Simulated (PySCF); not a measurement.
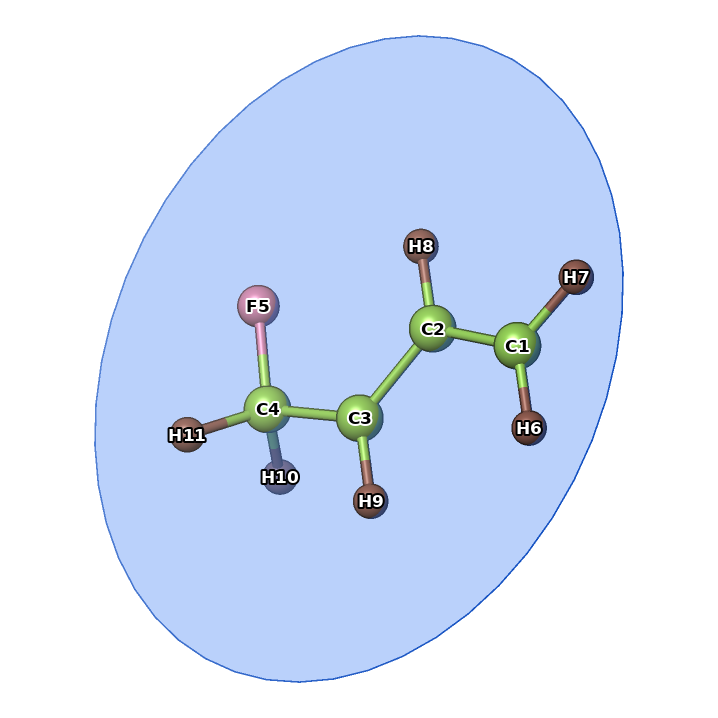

A disc through the centre of mass is drawn in. Atoms fade into the background with distance from the viewer. State: charge +1, singlet. The computed structure is the end point of a PBE0-D3(BJ)/def2-SVP optimisation. No frequency run is at hand to confirm it as a minimum.

Is the plane of the disc a mirror plane of the structure?

Answer. Yes. The reflection leaves C1, C2, C3, C4, F5, H6, H7, H8, H9 in place and moves H10 ↔ H11. The point group is Cs.
